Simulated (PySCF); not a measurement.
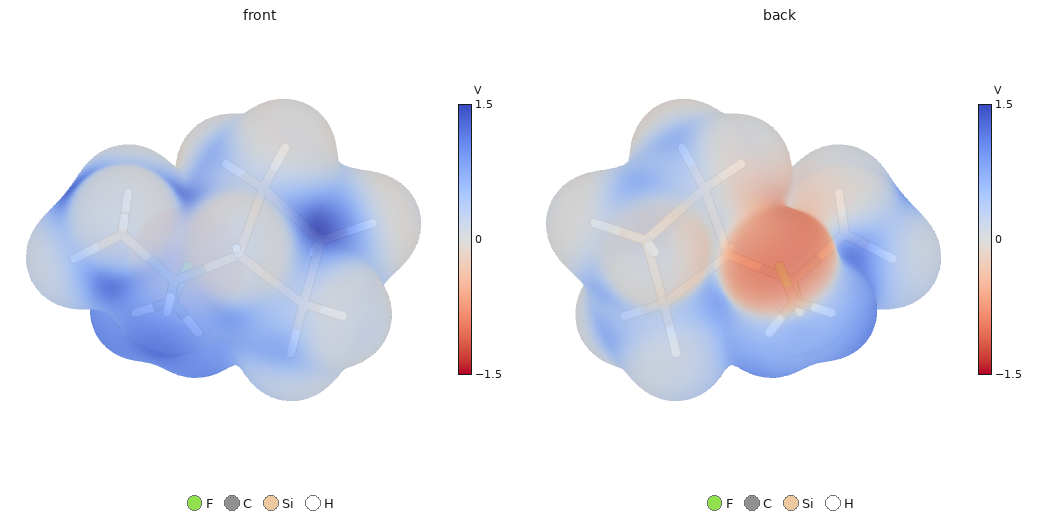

The picture shows: C$_{2}$H$_{13}$FSi$_{5}$ (SMILES FC[C@H]([SiH3])[SiH]1[SiH2][SiH2][SiH2]1). The molecular electrostatic potential painted on the density surface at 0.002 e/bohr³, seen from the front and from behind; the colour scale runs from red (negative) to blue (positive).

Geometry: GFN2-xTB.

These are results of PySCF 2.14.0, PBE0/pcSseg-1, SCF density, gas phase, non-relativistic, not measurements.

```xyz
21

F    -0.5136   -1.3523   -1.2311
C    -1.2349   -1.5066   -0.0612
C    -1.5123   -0.1641    0.5818
Si   -2.8091    0.8176   -0.4139
Si    0.1446    0.7889    0.8519
Si    1.3050    1.3073   -1.1400
Si    2.9636   -0.2610   -0.5551
Si    1.9283   -0.6114    1.5318
H    -0.6243   -2.1524    0.5811
H    -2.1505   -2.0417   -0.3388
H    -1.9410   -0.3840    1.5637
H    -4.0455    0.0297   -0.4901
H    -2.3049    1.0734   -1.7605
H    -3.0698    2.0759    0.2845
H    -0.2861    1.8780    1.7553
H     1.7921    2.6981   -1.1748
H     0.6273    1.1606   -2.4315
H     4.3504    0.2279   -0.5016
H     3.0777   -1.4530   -1.4050
H     1.6192   -1.9942    1.9337
H     2.6747   -0.1201    2.6991
```

Question: Describe the electrostatic potential map.

Answer: The most negative region (about −0.9 V) lies over F1, the most positive (about +1.4 V) over Si5, Si6, Si7 and Si8.

Question: What dipole moment does the calculation give?

Answer: Its dipole moment is 1.89 D.
